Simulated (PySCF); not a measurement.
**NMR shielding calculation of C$_{3}$H$_{7}$FOSi**

The run: NMR shielding calculation of C$_{3}$H$_{7}$FOSi. Method and program: GIAO LC-wPBE/pcSseg-1 NMR shielding, non-relativistic, gas phase (PySCF 2.14.0).

The geometry comes from this level: PBE0-D3(BJ)/def2-SVP. Figures and captions count atoms from 1; the log counts them from 0 in places.

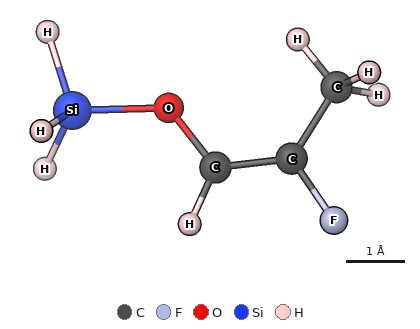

The structure (ball-and-stick view, seen at a tilt).

Summary

| quantity | value |
| --- | --- |
| outcome | converged |
| total energy | −582.781610 hartree |
| HOMO | −9.03 eV |
| LUMO | 2.39 eV |
| dipole moment | 1.47 D |
| isotropic shielding, C | 25.1 to 175.2 ppm |
| isotropic shielding, F | 339.4 ppm |
| isotropic shielding, O | 299.1 ppm |
| isotropic shielding, Si | 381.7 ppm |
| isotropic shielding, H | 24.7 to 29.6 ppm |
| hardware | 1 CPU thread, shared host |
| wall time | 18 s |
| peak memory | 0.77 GiB |

The input
```
{"job": {"kind": "nmr", "xc": "LC-wPBE", "basis": "pcSseg-1", "pop": false}, "charge": 0, "multiplicity": 1}
C     -2.138055    -0.514108     0.273689
C     -1.316533     0.372573    -0.579605
F     -2.017256     1.133021    -1.436143
C      0.014890     0.491650    -0.583540
O      0.795113    -0.244070     0.248114
Si     2.453273    -0.083544     0.421832
H     -2.723534    -1.215327    -0.343157
H     -1.492672    -1.086453     0.951241
H     -2.853410     0.076045     0.869256
H      0.494168     1.195582    -1.274414
H      3.143624    -0.367684    -0.872344
H      2.800847     1.301997     0.860410
H      2.843647    -1.076307     1.455344
```

The first line tells a small driver script what to run in PySCF; the rest is the geometry in Å.

Launch command:
```bash
OMP_NUM_THREADS=1 python <driver script> task.json out
```

Output
```
coarse grid: 11400 points
cycle   1  E = -582.6088072695  dE =  7.715e-01  |g| = 7.527e-01  |ddm| = 3.126e+00
cycle   2  E = -582.6109774140  dE = -2.170e-03  |g| = 8.150e-01  |ddm| = 9.960e-01
cycle   3  E = -582.7131466247  dE = -1.022e-01  |g| = 6.184e-02  |ddm| = 5.262e-01
cycle   4  E = -582.7139549073  dE = -8.083e-04  |g| = 2.639e-02  |ddm| = 7.474e-02
cycle   5  E = -582.7140722699  dE = -1.174e-04  |g| = 1.140e-02  |ddm| = 2.746e-02
cycle   6  E = -582.7140948207  dE = -2.255e-05  |g| = 1.892e-03  |ddm| = 1.132e-02
cycle   7  E = -582.7140955781  dE = -7.574e-07  |g| = 5.150e-04  |ddm| = 2.700e-03
final grid: 105968 points
cycle   8  E = -582.7815978536  dE = -3.859e-05  |g| = 9.723e-03  |ddm| = 2.297e-02
cycle   9  E = -582.7815958875  dE =  1.966e-06  |g| = 1.030e-02  |ddm| = 1.137e-02
cycle  10  E = -582.7816109504  dE = -1.506e-05  |g| = 5.919e-04  |ddm| = 5.273e-03
cycle  11  E = -582.7816104105  dE =  5.400e-07  |g| = 1.387e-04  |ddm| = 5.411e-04
cycle  12  E = -582.7816103294  dE =  8.109e-08  |g| = 3.866e-05  |ddm| = 2.367e-04
cycle  13  E = -582.7816103298  dE = -4.527e-10  |g| = 8.340e-06  |ddm| = 5.269e-05
```

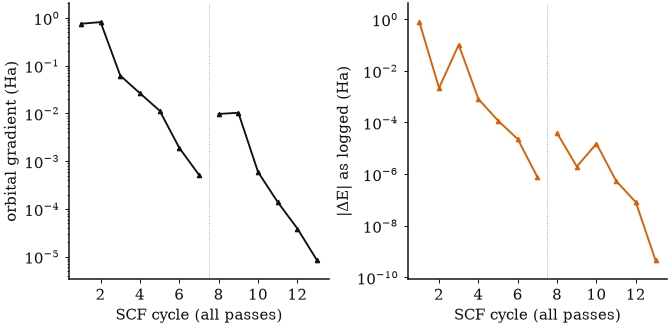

Convergence of the self-consistent field: orbital gradient and size of the energy change against the SCF cycle. The dotted line marks the change from a coarse to the final integration grid. The first 7 cycles use a coarse grid, the final grid takes over at cycle 8, and the field converges after 13 cycles in all.

```
converged SCF energy = -582.7816103298

GIAO shielding tensors (ppm)
atom      isotropic    diamagn.    paramagn.     s11        s22        s33       span
  0 C      175.157     249.677     -74.520    165.212    172.188    188.070     22.857
  1 C       25.102     252.293    -227.191    -68.834     66.445     77.694    146.528
  2 F      339.388     473.053    -133.665    268.090    359.655    390.420    122.330
  3 C       52.394     255.534    -203.140    -38.755     86.012    109.923    148.677
  4 O      299.117     400.189    -101.072    234.043    312.376    350.932    116.889
  5 Si     381.654     878.437    -496.783    332.791    346.346    465.827    133.036
  6 H       29.601      27.816       1.785     25.673     26.943     36.186     10.512
  7 H       28.899      30.736      -1.837     23.883     29.356     33.459      9.575
  8 H       29.624      27.943       1.681     25.703     27.002     36.166     10.463
  9 H       24.715      31.083      -6.368     21.925     23.585     28.636      6.711
 10 H       26.541      28.289      -1.749     23.485     24.886     31.251      7.766
 11 H       26.563      28.409      -1.846     23.509     24.937     31.244      7.735
 12 H       26.572      28.468      -1.896     23.404     25.090     31.222      7.818
```

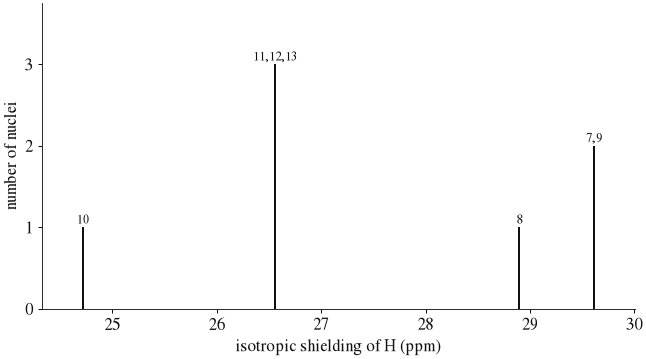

Isotropic shieldings of the hydrogen nuclei in this fixed geometry, labelled by atom number; shielding grows to the right, so chemical shift grows to the left. The least shielded is H10 (24.7 ppm), the most shielded H9 (29.6 ppm).
